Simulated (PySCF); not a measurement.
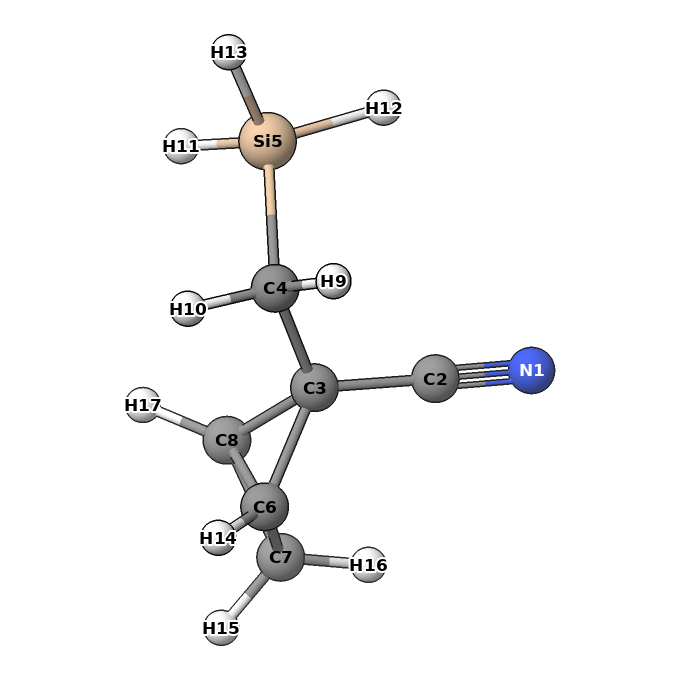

The geometry was computed by an optimisation with PBE0-D3(BJ)/def2-SVP. No frequency run is at hand to confirm it as a minimum. Properties computed with delta-SCF UKS SCAN, pcX-2 on the ionised atom, pcseg-1 elsewhere, spin-free X2C (PySCF 2.14.0).

Give the core-electron binding energies (to vacuum; p and d levels without spin–orbit splitting) of N1 1s, C2 1s, C3 1s, C4 1s, Si5 1s, Si5 2p, C6 1s, C7 1s.

```json
{"atom": "N1", "level": "1s", "binding energy (eV)": "404.7"}
{"atom": "C2", "level": "1s", "binding energy (eV)": "291.9"}
{"atom": "C3", "level": "1s", "binding energy (eV)": "292.4"}
{"atom": "C4", "level": "1s", "binding energy (eV)": "290.8"}
{"atom": "Si5", "level": "1s", "binding energy (eV)": "1846.6"}
{"atom": "Si5", "level": "2p", "binding energy (eV)": "107.1"}
{"atom": "C6", "level": "1s", "binding energy (eV)": "291.3"}
{"atom": "C7", "level": "1s", "binding energy (eV)": "291.4"}
```
